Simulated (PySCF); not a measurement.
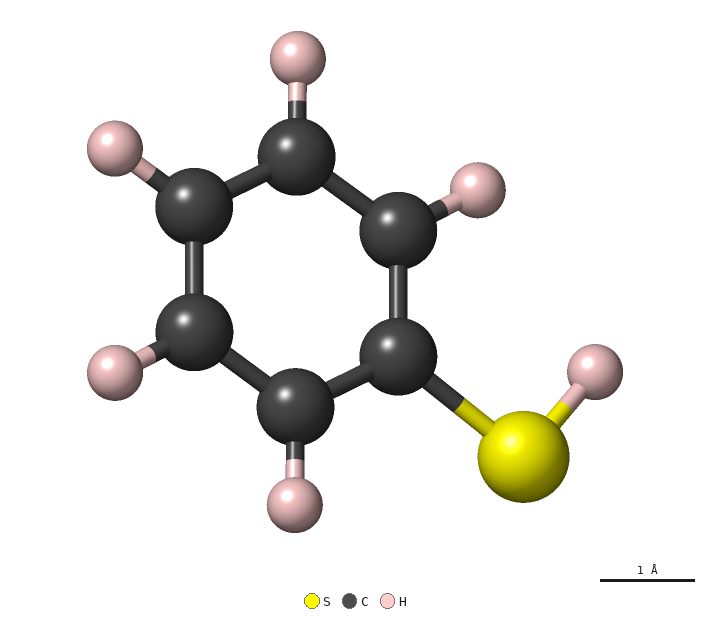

The picture shows a molecular structure as a ball-and-stick model. Every bond is drawn as one stick, whatever its order.

Count the atoms of each element.

C₆H₆S, 13 atoms: 6 carbon, 6 hydrogen and 1 sulfur.

Write the SMILES.

Sc1ccccc1

Name functional groups in it.

Among them: thiol.

Does it have rings?

Independent rings (smallest set): 1 of 6 members, 1 of them aromatic.

More results for the same structure follow; atom numbers are the same in all pictures, views and colours differ. The geometry was computed by an optimisation with PBE0-D3(BJ)/def2-TZVP. No frequency run is at hand to confirm it as a minimum.

**Shape**

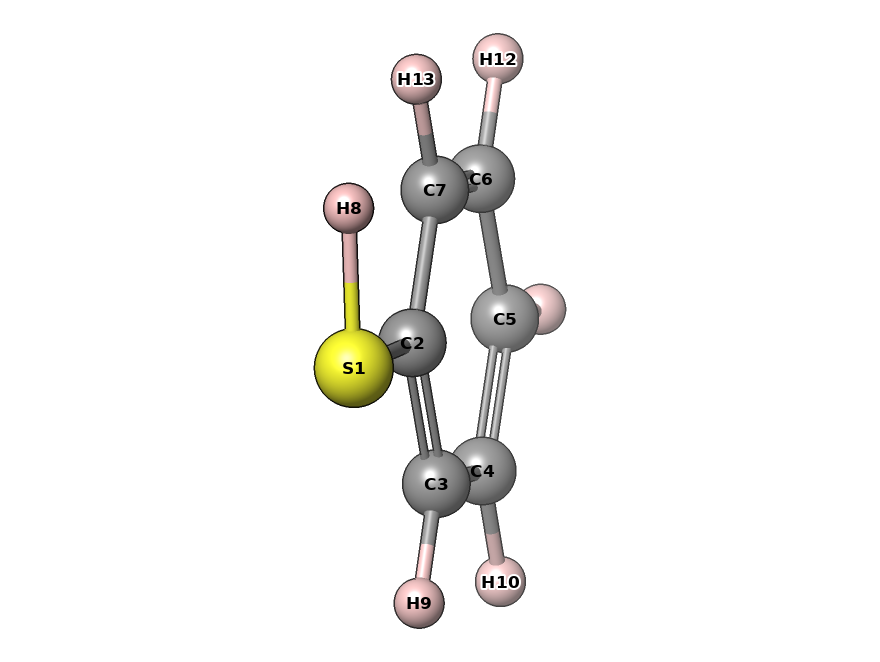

C2 lies behind S1. The molecule seen a little off the S1–C2 bond, S1 in front. Depth is shown by fading: the farther an atom, the more it takes the colour of the background. No frequency run is at hand to confirm it as a minimum.

What is the torsion angle H8–S1–C2–C3? The sign is positive where the front bond must turn clockwise to cover the back bond.

179°, antiperiplanar (anti).

**Levels of theory compared**

No frequency run is at hand to confirm it as a minimum. Program: PySCF 2.14.0.

Tabulate HOMO–LUMO gap (eV), dipole (D) at these levels: B97-2/pcSseg-2; KT3/pcSseg-2; PBE0/pcSseg-2; WP04/pcSseg-2 in chloroform (IEF-PCM); ωB97X-D/pcSseg-2; ωB97X-D/pcSseg-2 in chloroform (IEF-PCM).

```
                                   level  HOMO–LUMO gap (eV)  dipole (D)
                          B97-2/pcSseg-2                5.69        1.12
                            KT3/pcSseg-2                4.15        1.03
                           PBE0/pcSseg-2                5.95        1.13
   WP04/pcSseg-2 in chloroform (IEF-PCM)                5.12        1.27
                        ωB97X-D/pcSseg-2                9.42        1.19
ωB97X-D/pcSseg-2 in chloroform (IEF-PCM)                9.47        1.49
```

**Ring current**

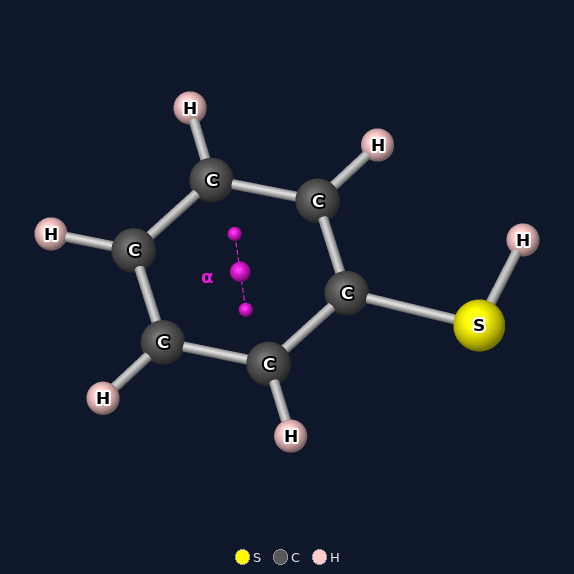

The small points mark where nucleus-independent chemical shifts (NICS) were computed: at the centre of each lettered ring and 1 Å above and below it. No frequency run is at hand to confirm it as a minimum. Level of theory: GIAO ωB97X-D/pcSseg-2 NMR shielding, non-relativistic, IEF-PCM chloroform (PySCF 2.14.0).

Give NICS(0), NICS(1) and the out-of-plane component NICS(1)zz for each ring (means of the two sides).

```csv
ring,members,NICS(0),NICS(1),NICS(1)zz
α,C6,−7.7,−9.3,−27.3
```

Values in ppm.

What do the values say about the ring currents?

Ring α: diatropic, as in an aromatic ring. NICS is one index among several.

**NMR shielding**

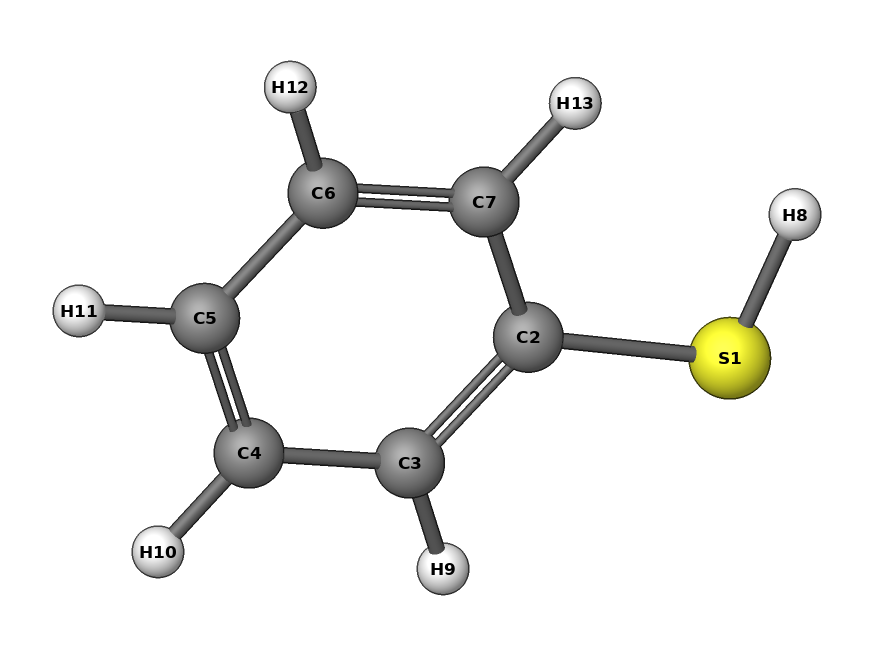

The questions are on isotropic NMR shieldings of the C atoms. No frequency run is at hand to confirm it as a minimum. Level of theory: GIAO KT3/pcSseg-2 NMR shielding, non-relativistic, gas phase (PySCF 2.14.0).

Which C atom is the most shielded (lowest chemical shift)?

C5 (62.5 ppm).

Which C atom is the least shielded (highest chemical shift)?

C2 (46.9 ppm).

How wide is the range of C shifts?

15.6 ppm.

List the isotropic NMR shieldings of the C atoms.

```json
{"atom": "C2", "σ (ppm)": "46.9"}
{"atom": "C3", "σ (ppm)": "60.1"}
{"atom": "C4", "σ (ppm)": "56.6"}
{"atom": "C5", "σ (ppm)": "62.5"}
{"atom": "C6", "σ (ppm)": "56.2"}
{"atom": "C7", "σ (ppm)": "58.2"}
```
